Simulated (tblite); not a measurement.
**Geometry relaxation of C₅H₁₇ClF₂O₅Si₅ (part 1 of 3)**

The run: geometry relaxation of C₅H₁₇ClF₂O₅Si₅. Method and program: GFN2-xTB geometry optimisation, gas phase (tblite 0.8.0).

The run did not end well.

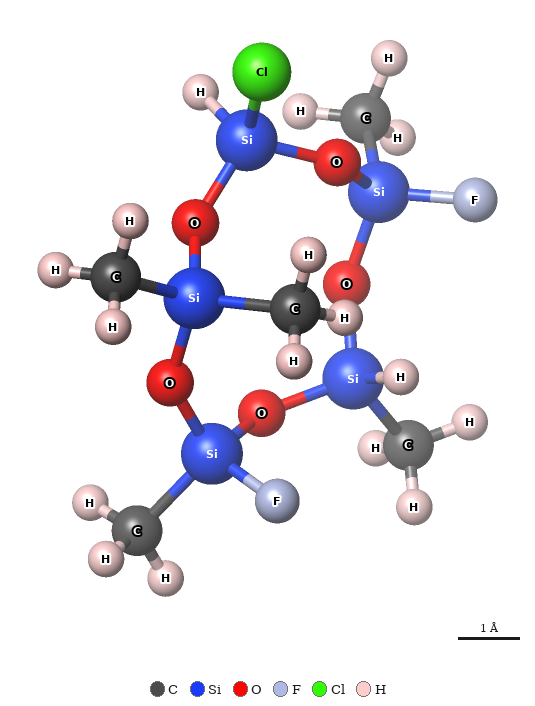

Fig. 1: The input geometry (ball-and-stick view, seen at a tilt). Bond lengths as drawn: Cl–Si 2.03 Å, C–H 1.08 to 1.10 Å, C–Si 1.84 to 1.89 Å, F–Si 1.61 Å, H–Si 1.47 to 1.49 Å and O–Si 1.64 to 1.66 Å.

Outcome:

| quantity | value |
| --- | --- |
| outcome | not converged |
| total energy | −1717.1041 eV |
| hardware | 1 CPU thread, shared host |
| wall time | 30 s |
| peak memory | 2.3 GiB |

What went wrong:

The run did not converge. At least one of its steps failed, so the values that rest on that step are not results.

The input:
```
{"job": {"xc": "GFN2-xTB", "basis": "xTB", "kind": "relax"}, "charge": 0, "multiplicity": 1}
C      2.769400    -2.925500     0.523000
Si     1.577700    -1.497400     0.352400
O      2.332500    -0.140500    -0.210200
Si     2.691100     1.395700     0.301100
C      3.933900     2.218600    -0.779200
F      3.366900     1.242000     1.752900
O      1.312300     2.276800     0.494300
Si     0.107500     2.864900    -0.442200
Cl    -0.783300     4.370600     0.595700
O     -1.048500     1.719200    -0.747300
Si    -2.225600     0.814200    -0.010500
C     -3.913700     1.570800    -0.355000
C     -2.011900     0.772900     1.864900
O     -2.156100    -0.715000    -0.660200
Si    -1.327700    -2.125600    -0.502600
C     -1.908600    -3.416300    -1.697100
F     -1.612800    -2.701500     0.970000
O      0.301300    -1.866100    -0.624800
H      3.586900    -2.669800     1.201800
H      2.262300    -3.805200     0.932600
H      3.184100    -3.186000    -0.442700
H      1.045900    -1.188700     1.707400
H      4.865900     1.645700    -0.828400
H      3.544400     2.327400    -1.805500
H      4.188800     3.220200    -0.405400
H      0.636800     3.415500    -1.700000
H     -4.700400     0.977600     0.100700
H     -3.967900     2.589100     0.053400
H     -4.091000     1.624300    -1.435700
H     -1.014100     0.398100     2.135600
H     -2.749800     0.119500     2.311800
H     -2.125700     1.773600     2.285600
H     -2.976400    -3.614300    -1.588400
H     -1.736200    -3.093900    -2.732900
H     -1.369400    -4.358400    -1.568900
```

The first line tells a small driver script what to run in tblite; the rest is the geometry in Å.

Command:
```bash
OMP_NUM_THREADS=1 python <driver script> task.json out
```

The program's output:
```
step      E/eV     max force
  0   -1716.36219    1.903
  1   -1716.53185    0.625
  2   -1716.58415    0.460
  3   -1716.63709    0.430
  4   -1716.66648    0.460
  5   -1716.69368    0.357
  6   -1716.71563    0.327
  7   -1716.73786    0.328
  8   -1716.75272    0.269
  9   -1716.76210    0.179
 10   -1716.77000    0.209
 11   -1716.77911    0.238
 12   -1716.78929    0.276
 13   -1716.79800    0.169
 14   -1716.80347    0.118
 15   -1716.80721    0.101
 16   -1716.81127    0.155
 17   -1716.81573    0.135
 18   -1716.81954    0.107
 19   -1716.82238    0.092
 20   -1716.82488    0.105
 21   -1716.82762    0.100
 22   -1716.83089    0.127
 23   -1716.83453    0.125
 24   -1716.83784    0.115
 25   -1716.84054    0.111
 26   -1716.84316    0.113
 27   -1716.84627    0.129
 28   -1716.84988    0.152
 29   -1716.85325    0.134
 30   -1716.85573    0.087
 31   -1716.85772    0.091
 32   -1716.86019    0.120
 33   -1716.86368    0.177
 34   -1716.86766    0.161
 35   -1716.87095    0.100
 36   -1716.87337    0.083
 37   -1716.87549    0.105
 38   -1716.87753    0.116
 39   -1716.87928    0.078
 40   -1716.88068    0.067
 41   -1716.88199    0.067
 42   -1716.88346    0.085
 43   -1716.88512    0.076
 44   -1716.88684    0.088
 45   -1716.88843    0.078
 46   -1716.88985    0.069
 47   -1716.89112    0.066
 48   -1716.89241    0.061
 49   -1716.89390    0.063
 50   -1716.89568    0.090
 51   -1716.89760    0.084
 52   -1716.89928    0.072
 53   -1716.90081    0.080
 54   -1716.90269    0.106
 55   -1716.90516    0.145
 56   -1716.90764    0.118
 57   -1716.90944    0.080
 58   -1716.91065    0.076
 59   -1716.91203    0.085
 60   -1716.91406    0.090
 61   -1716.91626    0.069
 62   -1716.91815    0.060
 63   -1716.91957    0.057
 64   -1716.92051    0.054
 65   -1716.92128    0.047
 66   -1716.92212    0.041
 67   -1716.92298    0.053
 68   -1716.92372    0.056
 69   -1716.92432    0.047
 70   -1716.92487    0.045
 71   -1716.92549    0.052
 72   -1716.92627    0.065
 73   -1716.92712    0.057
 74   -1716.92801    0.057
 75   -1716.92889    0.079
 76   -1716.92987    0.090
 77   -1716.93103    0.066
 78   -1716.93228    0.065
 79   -1716.93350    0.072
 80   -1716.93475    0.106
 81   -1716.93596    0.099
 82   -1716.93698    0.066
 83   -1716.93761    0.072
 84   -1716.93857    0.079
 85   -1716.93957    0.083
 86   -1716.94043    0.065
 87   -1716.94114    0.040
 88   -1716.94114    0.040
 89   -1716.94138    0.035
 90   -1716.94202    0.032
 91   -1716.94216    0.031
 92   -1716.94263    0.039
 93   -1716.94294    0.040
 94   -1716.94328    0.030
 95   -1716.94351    0.029
 96   -1716.94373    0.023
 97   -1716.94396    0.032
 98   -1716.94426    0.037
 99   -1716.94455    0.034
100   -1716.94481    0.029
101   -1716.94506    0.026
102   -1716.94533    0.032
103   -1716.94561    0.031
104   -1716.94585    0.029
105   -1716.94610    0.029
106   -1716.94642    0.035
107   -1716.94683    0.045
108   -1716.94731    0.052
109   -1716.94779    0.043
110   -1716.94831    0.057
111   -1716.94896    0.064
112   -1716.94984    0.067
113   -1716.95083    0.062
114   -1716.95176    0.057
115   -1716.95270    0.055
116   -1716.95388    0.083
117   -1716.95528    0.085
118   -1716.95673    0.079
119   -1716.95808    0.079
120   -1716.95939    0.070
121   -1716.96089    0.088
122   -1716.96253    0.091
123   -1716.96394    0.059
124   -1716.96497    0.053
125   -1716.96577    0.063
126   -1716.96637    0.045
127   -1716.96684    0.038
128   -1716.96735    0.044
129   -1716.96803    0.058
130   -1716.96887    0.071
131   -1716.96978    0.060
132   -1716.97078    0.069
133   -1716.97160    0.063
134   -1716.97230    0.052
135   -1716.97300    0.048
136   -1716.97385    0.062
137   -1716.97489    0.066
138   -1716.97597    0.051
139   -1716.97683    0.045
140   -1716.97748    0.046
141   -1716.97811    0.051
142   -1716.97891    0.057
143   -1716.97982    0.058
144   -1716.98060    0.043
145   -1716.98110    0.048
146   -1716.98160    0.060
147   -1716.98220    0.064
148   -1716.98363    0.050
149   -1716.98428    0.051
150   -1716.98498    0.040
151   -1716.98548    0.043
152   -1716.98613    0.047
153   -1716.98678    0.045
154   -1716.98739    0.042
155   -1716.98788    0.041
156   -1716.98832    0.036
157   -1716.98874    0.038
158   -1716.98918    0.042
159   -1716.98968    0.042
160   -1716.99021    0.047
161   -1716.99071    0.044
162   -1716.99112    0.040
163   -1716.99149    0.043
164   -1716.99193    0.040
165   -1716.99245    0.048
166   -1716.99297    0.049
167   -1716.99342    0.044
168   -1716.99383    0.045
169   -1716.99437    0.050
170   -1716.99513    0.056
171   -1716.99595    0.057
172   -1716.99669    0.057
173   -1716.99737    0.057
174   -1716.99809    0.053
175   -1716.99886    0.048
176   -1716.99961    0.056
177   -1717.00032    0.052
178   -1717.00099    0.050
179   -1717.00165    0.060
180   -1717.00219    0.060
181   -1717.00268    0.036
182   -1717.00307    0.037
183   -1717.00345    0.033
184   -1717.00371    0.028
185   -1717.00402    0.035
186   -1717.00429    0.036
187   -1717.00457    0.029
188   -1717.00478    0.029
189   -1717.00492    0.026
190   -1717.00501    0.018
191   -1717.00510    0.016
192   -1717.00520    0.021
193   -1717.00529    0.028
194   -1717.00538    0.029
195   -1717.00548    0.026
196   -1717.00562    0.022
197   -1717.00578    0.024
198   -1717.00594    0.022
199   -1717.00608    0.023
200   -1717.00622    0.023
201   -1717.00642    0.028
202   -1717.00666    0.031
203   -1717.00689    0.027
204   -1717.00706    0.023
205   -1717.00724    0.027
206   -1717.00748    0.031
207   -1717.00781    0.042
208   -1717.00815    0.040
209   -1717.00842    0.032
210   -1717.00863    0.040
211   -1717.00885    0.037
212   -1717.00910    0.038
213   -1717.00932    0.030
214   -1717.00949    0.025
215   -1717.00965    0.027
216   -1717.00985    0.035
217   -1717.01010    0.035
218   -1717.01034    0.036
219   -1717.01055    0.026
220   -1717.01074    0.027
221   -1717.01095    0.031
222   -1717.01123    0.037
223   -1717.01156    0.033
224   -1717.01189    0.031
225   -1717.01217    0.035
226   -1717.01237    0.038
227   -1717.01262    0.034
228   -1717.01291    0.031
229   -1717.01328    0.038
230   -1717.01368    0.041
231   -1717.01408    0.041
232   -1717.01444    0.031
233   -1717.01484    0.036
234   -1717.01534    0.045
235   -1717.01592    0.057
236   -1717.01495    0.217
237   -1717.01675    0.063
238   -1717.01712    0.045
239   -1717.01782    0.057
240   -1717.01859    0.104
241   -1717.01935    0.054
242   -1717.02040    0.042
243   -1717.02095    0.053
244   -1717.02133    0.048
245   -1717.02183    0.055
246   -1717.02230    0.042
247   -1717.02300    0.040
248   -1717.02325    0.038
249   -1717.02372    0.034
250   -1717.02402    0.032
251   -1717.02432    0.026
252   -1717.02455    0.032
253   -1717.02475    0.027
254   -1717.02495    0.032
255   -1717.02517    0.041
256   -1717.02547    0.040
257   -1717.02565    0.033
258   -1717.02602    0.034
259   -1717.02644    0.038
260   -1717.02694    0.049
261   -1717.02740    0.053
262   -1717.02782    0.043
263   -1717.02824    0.039
264   -1717.02861    0.053
265   -1717.02895    0.049
266   -1717.02924    0.038
267   -1717.02954    0.031
268   -1717.02972    0.032
269   -1717.03010    0.035
270   -1717.03038    0.035
271   -1717.03066    0.030
272   -1717.03090    0.033
273   -1717.03121    0.029
274   -1717.03157    0.036
275   -1717.03194    0.036
276   -1717.03232    0.040
277   -1717.03273    0.051
278   -1717.03311    0.064
279   -1717.03362    0.047
280   -1717.03415    0.050
281   -1717.03454    0.034
282   -1717.03489    0.044
283   -1717.03545    0.056
284   -1717.03603    0.041
285   -1717.03664    0.046
286   -1717.03714    0.050
287   -1717.03758    0.039
288   -1717.03806    0.038
289   -1717.03859    0.041
290   -1717.03911    0.050
291   -1717.03959    0.046
292   -1717.04002    0.036
293   -1717.04035    0.036
294   -1717.04078    0.037
295   -1717.04118    0.037
296   -1717.04160    0.032
297   -1717.04196    0.034
298   -1717.04230    0.031
299   -1717.04263    0.028
300   -1717.04293    0.031
301   -1717.04320    0.045
302   -1717.04346    0.037
303   -1717.04378    0.029
304   -1717.04404    0.026
305   -1717.04434    0.031
306   -1717.04460    0.033
307   -1717.04487    0.033
308   -1717.04515    0.035
309   -1717.04551    0.036
310   -1717.04599    0.043
311   -1717.04665    0.050
312   -1717.04754    0.065
313   -1717.04860    0.073
314   -1717.04961    0.068
315   -1717.05011    0.082
316   -1717.05120    0.052
317   -1717.05205    0.050
318   -1717.05329    0.053
319   -1717.05407    0.072
320   -1717.05499    0.071
321   -1717.05593    0.052
322   -1717.05695    0.054
323   -1717.05782    0.062
324   -1717.05794    0.093
325   -1717.05906    0.060
326   -1717.05968    0.040
327   -1717.06168    0.079
328   -1717.06288    0.086
329   -1717.06439    0.097
330   -1717.06588    0.079
331   -1717.06771    0.074
332   -1717.06908    0.085
333   -1717.07082    0.102
334   -1717.07293    0.105
335   -1717.07363    0.116
336   -1717.07622    0.111
337   -1717.07710    0.060
338   -1717.07819    0.040
339   -1717.07870    0.057
340   -1717.07949    0.074
341   -1717.08006    0.051
342   -1717.08061    0.043
343   -1717.08115    0.041
344   -1717.08175    0.053
345   -1717.08235    0.058
346   -1717.08287    0.048
347   -1717.08329    0.046
348   -1717.08368    0.047
349   -1717.08410    0.046
350   -1717.08450    0.042
351   -1717.08478    0.030
352   -1717.08495    0.025
353   -1717.08511    0.032
354   -1717.08533    0.031
355   -1717.08557    0.032
356   -1717.08576    0.023
357   -1717.08588    0.020
358   -1717.08599    0.019
359   -1717.08612    0.019
360   -1717.08627    0.022
361   -1717.08643    0.027
362   -1717.08657    0.025
363   -1717.08673    0.023
364   -1717.08692    0.022
365   -1717.08715    0.028
366   -1717.08739    0.027
367   -1717.08762    0.022
368   -1717.08781    0.020
369   -1717.08797    0.025
370   -1717.08812    0.029
371   -1717.08829    0.028
372   -1717.08849    0.025
373   -1717.08868    0.023
374   -1717.08885    0.027
375   -1717.08900    0.027
376   -1717.08916    0.022
377   -1717.08934    0.023
378   -1717.08952    0.021
379   -1717.08967    0.023
380   -1717.08983    0.022
381   -1717.09001    0.022
382   -1717.09022    0.031
383   -1717.09044    0.027
384   -1717.09062    0.025
385   -1717.09076    0.021
386   -1717.09090    0.030
387   -1717.09107    0.040
388   -1717.09126    0.037
389   -1717.09143    0.030
390   -1717.09156    0.022
391   -1717.09169    0.029
392   -1717.09183    0.032
393   -1717.09196    0.028
394   -1717.09207    0.024
395   -1717.09215    0.020
396   -1717.09222    0.024
397   -1717.09229    0.018
398   -1717.09235    0.014
399   -1717.09241    0.014
400   -1717.09246    0.016
401   -1717.09252    0.015
402   -1717.09258    0.014
403   -1717.09264    0.018
404   -1717.09273    0.025
405   -1717.09284    0.025
406   -1717.09296    0.022
407   -1717.09309    0.021
408   -1717.09324    0.026
409   -1717.09341    0.037
410   -1717.09360    0.034
411   -1717.09379    0.025
412   -1717.09395    0.021
413   -1717.09411    0.023
414   -1717.09426    0.029
415   -1717.09437    0.022
416   -1717.09448    0.019
417   -1717.09461    0.019
418   -1717.09476    0.022
419   -1717.09484    0.019
420   -1717.09491    0.015
421   -1717.09496    0.013
422   -1717.09502    0.017
423   -1717.09507    0.016
424   -1717.09512    0.014
425   -1717.09514    0.012
426   -1717.09517    0.013
427   -1717.09519    0.013
428   -1717.09521    0.010
429   -1717.09522    0.007
430   -1717.09523    0.008
431   -1717.09525    0.013
432   -1717.09527    0.014
433   -1717.09530    0.018
434   -1717.09533    0.016
435   -1717.09536    0.012
436   -1717.09539    0.012
437   -1717.09542    0.013
438   -1717.09546    0.016
439   -1717.09549    0.014
440   -1717.09553    0.012
441   -1717.09557    0.011
442   -1717.09562    0.014
443   -1717.09568    0.017
444   -1717.09573    0.016
445   -1717.09577    0.013
446   -1717.09581    0.012
447   -1717.09584    0.011
448   -1717.09588    0.013
449   -1717.09593    0.014
450   -1717.09598    0.014
451   -1717.09603    0.012
452   -1717.09606    0.013
453   -1717.09608    0.011
454   -1717.09611    0.010
455   -1717.09613    0.009
456   -1717.09615    0.008
457   -1717.09617    0.010
458   -1717.09620    0.009
459   -1717.09622    0.010
460   -1717.09624    0.008
461   -1717.09627    0.010
462   -1717.09629    0.010
463   -1717.09631    0.011
464   -1717.09634    0.013
465   -1717.09636    0.012
466   -1717.09639    0.013
467   -1717.09641    0.008
468   -1717.09643    0.010
469   -1717.09645    0.012
470   -1717.09648    0.016
471   -1717.09650    0.015
472   -1717.09652    0.010
473   -1717.09654    0.008
474   -1717.09656    0.008
475   -1717.09658    0.010
476   -1717.09660    0.010
477   -1717.09662    0.009
478   -1717.09664    0.006
479   -1717.09665    0.008
480   -1717.09667    0.008
481   -1717.09668    0.007
482   -1717.09669    0.006
483   -1717.09671    0.007
484   -1717.09672    0.008
485   -1717.09673    0.006
```
